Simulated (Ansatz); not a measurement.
Take LiH in the rock salt structure (space group Fm-3m, No. 225; a = 4.0039 Å) as the base. Axes: x, y, z lie along the cube axes.

One thing is altered: uniaxial strain ε_yy = −2.18 %, all other strain components held at zero, atoms relaxed at fixed cell.

The values are results of r2SCAN (Ansatz, a first-principles code; PAW; 500 eV plane waves; scalar-relativistic without spin-orbit coupling), earlier PAW set, not measurements.

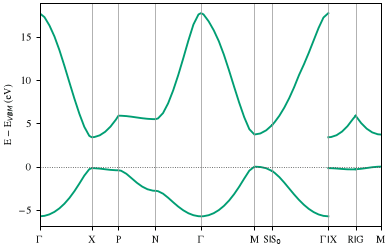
*Highest valence and lowest conduction band along the path of the changed cell's own zone*

Read the changed gap and its character from the plot.

About 3.4 eV, indirect, M → X.

No phonon test of stability was made. Labels are those of the standard path for the cell's own space group.
